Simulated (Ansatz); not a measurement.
The figure comes from a scan of Cd (hcp, Mg type): a phonon pattern at M = (0.5, 0.0, 0.0) is frozen into a 4-atom cell, Q being the largest atomic displacement. These are PBE (plane waves to 420 eV, PAW, scalar-relativistic; Ansatz, a quantum-chemistry and plane-wave program) values and carry that method's errors. k mesh 9×18×8 (Γ-centred), Fermi-Dirac smearing 0.05 eV. Energies are smeared free energies. With partly filled bands, energies and forces of such displacements shift with the k mesh and the smearing. Cd was relaxed with its symmetry unable to fall. The relaxed volume of Cd is well above the measured one; the method has no dispersion term. The zero of ΔE is the undisplaced structure.

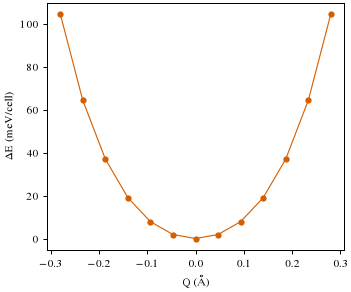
ΔE (meV/cell) against Q (Å); computed points joined by lines.

**Question.** List the plotted points as numbers.

**Answer.** To the nearest 2:

```tsv
Q (Å)	ΔE (meV/cell)
-0.280	104
-0.233	64
-0.187	36
-0.140	18
-0.093	8
-0.047	2
0.000	0
0.047	2
0.093	8
0.140	18
0.187	36
0.233	64
0.280	104
```

(A displaced cell: forces are minus the slopes of the energy, force constants its curvatures, and phonons follow from these.)
